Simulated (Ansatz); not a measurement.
System: Ge3N.

The calculation's input:

```
crystal:
  lattice:
    - [2.6419020174, 1.5253028391, 2.758637524]
    - [-2.6419020174, 1.5253028391, 2.758637524]
    - [0.0, -3.0506056837, 2.7586375209]
  atoms:
    - { symbol: Ge, position: [0.5, 0.1849434812, 0.8150565188] }
    - { symbol: Ge, position: [0.1849434812, 0.8150565188, 0.5] }
    - { symbol: Ge, position: [0.8150565188, 0.5, 0.1849434812] }
    - { symbol: "N", position: [0.0, 0.0, 0.0] }
basis:
  ecutwfc: 420
kpoints:
  mp_grid: { grid: [12, 12, 12] }
  band_path:
    path:
      - [[0.0, 0.0, 0.0], [0.5, 0.5, 0.5], [0.62952046, 0.37047954, 0.5]]
      - [[0.5, -0.37047954, 0.37047954], [0.5, 0.0, 0.0], [0.0, 0.0, 0.0], [0.43523977, -0.43523977, 0.0]]
      - [[0.56476023, 0.0, 0.43523977], [0.5, 0.0, 0.5], [0.0, 0.0, 0.0]]
    npoints: 14
hamiltonian:
  xc: pbe
scf:
  occupations: { method: gaussian, width: 0.1 }
  n_extra_bands: 10
output:
  forces: true
  stress: true
  eigenvalues: true
  populations: true
  dos: { projected: true, de: 0.02, nscf_kmesh: { grid: [15, 15, 15] } }
  bader: true
  write_density: true
  write_potential: true
  elf: true
  volumetric_format: npy
```

Run with:

```sh
ansatz run input.yaml --threads 1 --pin off --max-ram 2560MiB --backend cpu --events-out ev --progress --plain --runs-dir out
```

Below, planes, directions and counts refer to the conventional cell (a = 5.28 Å, b = 5.28 Å, c = 8.28 Å, α = 90.00°, β = 90.00°, γ = 120.00°).

Space group R32; a structure generated by program, which may or may not match a known phase; computed without spin polarisation.

Method: Ansatz, DFT PBE, scalar-relativistic, plane waves, PAW.

**What will maps of the valence pseudo-density and electron localisation function show?**

Ge–N (2.28 Å): the density is about 0.41 e/Å³ at the midpoint; the ELF peaks at about 0.80 in the valence shell of N, 0.6 Å from its nucleus, and drops to about 0.30 between the two atoms.
Bader's partition of the density gives Ge +0.42 and N −1.27 e.

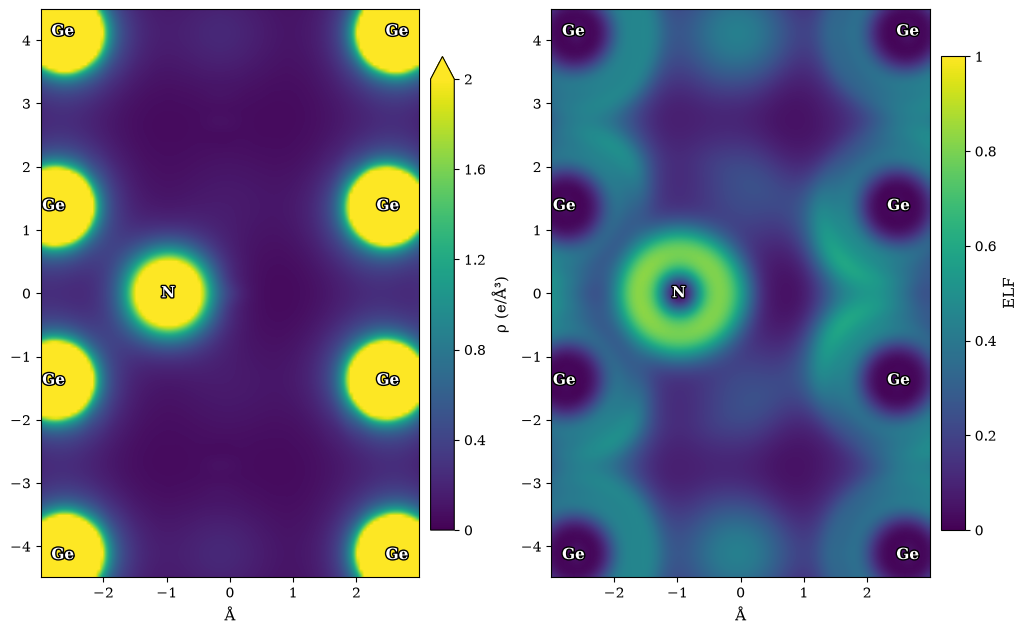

Computed valence pseudo-density and electron localisation function on the (010) plane of the conventional cell, in this order. 

In a PAW calculation such maps are meaningful between the atoms, not at the nuclei.
